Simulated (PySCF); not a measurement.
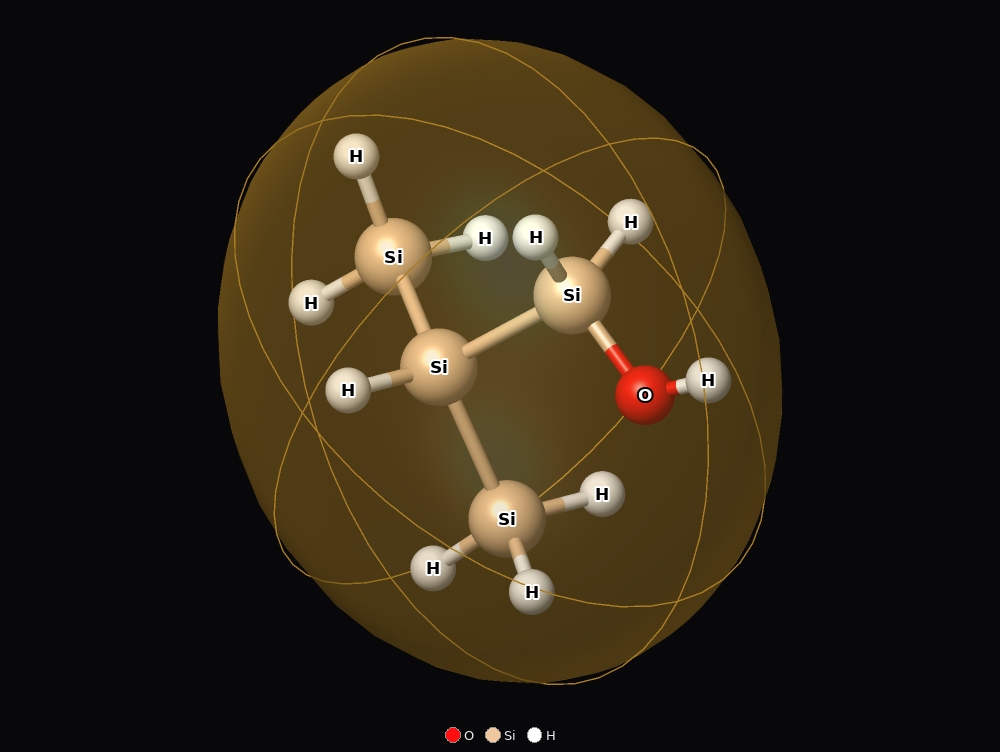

The ellipsoid shows the static dipole polarisability: its half-axes are proportional to the principal values. The geometry was computed by an optimisation with PBE0-D3(BJ)/def2-SVP. No frequency run is at hand to confirm it as a minimum. Level of theory: B3LYP/def2-SVPD (PySCF 2.14.0).

How large and how anisotropic is the polarisability?

Principal values 105.6, 135.8, 139.2 bohr³; mean 126.8 bohr³ (18.79 Å³); anisotropy 32.0 bohr³, so the longest axis is 1.32 times the shortest.
